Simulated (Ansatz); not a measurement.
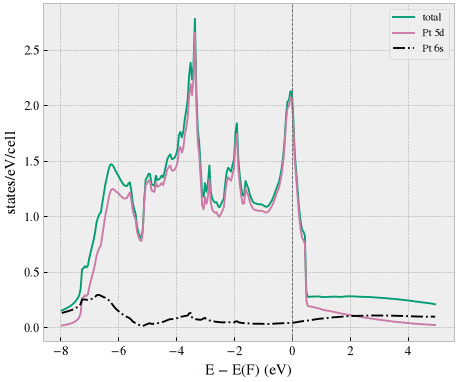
Figure: Total and projected density of states of Pt (fcc (Cu type), space group No. 225), plane-wave PAW PBE+D3(BJ) (Ansatz code)

Question: Which orbitals carry the states next to the Fermi level?

Answer: Within 0.5 eV of the Fermi level: Pt 5d 96 %. Projections are on Löwdin-orthogonalised atomic valence shells; empty p or d shells of many metals are not among them.

Question: Where is the tallest occupied peak in this window, and what makes it?

Answer: Near -3.3 eV, about 2.8 states/eV per cell; the largest projected share is Pt 5d.

Space group Fm-3m (fcc (Cu type)). The PBE+D3(BJ) relaxation kept the symmetry of its start. No spin polarisation was allowed. The pairwise dispersion correction was not fitted to metals. Scalar-relativistic: spin–orbit coupling is off unless named, which matters more the heavier the elements.

Potentials: the later of the program's two PAW sets.
